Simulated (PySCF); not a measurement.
C₈H₇NS, SMILES c1c[nH]c(-c2ccsc2)c1, singlet, GFN2-xTB optimised geometry. Atoms within 1.6 Å of the plane z = 0.8 Å (x, y, z in Å): C1 (-0.80, -2.88, 0.00), C2 (0.57, -2.88, 0.00), N3 (1.00, -1.59, 0.00), C4 (-0.08, -0.75, 0.00), C5 (0.05, 0.69, 0.00), C6 (-1.07, 1.57, 0.00), C7 (-0.72, 2.88, 0.00), S8 (0.99, 3.09, 0.00), C9 (1.22, 1.38, 0.00), C10 (-1.21, -1.54, 0.00), H11 (-1.43, -3.74, 0.00), H12 (1.27, -3.70, 0.00), H13 (1.96, -1.30, 0.00), H14 (-2.09, 1.23, 0.00), H15 (-1.35, 3.74, 0.00), H16 (2.23, 1.01, 0.00), H17 (-2.23, -1.19, 0.00).

Method: PBE/def2-SVP run with PySCF 2.14.0.

Map of the LUMO amplitude (bohr^(-3/2)) on the plane z = 0.8 Å; orbital energy -1.27 eV, overall sign arbitrary:

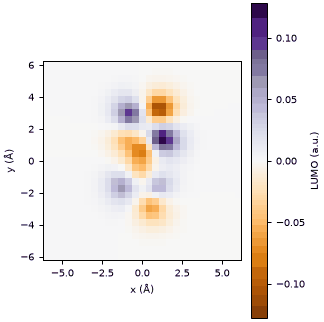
LUMO amplitude (bohr^(-3/2)) on the plane z = 0.8 Å.
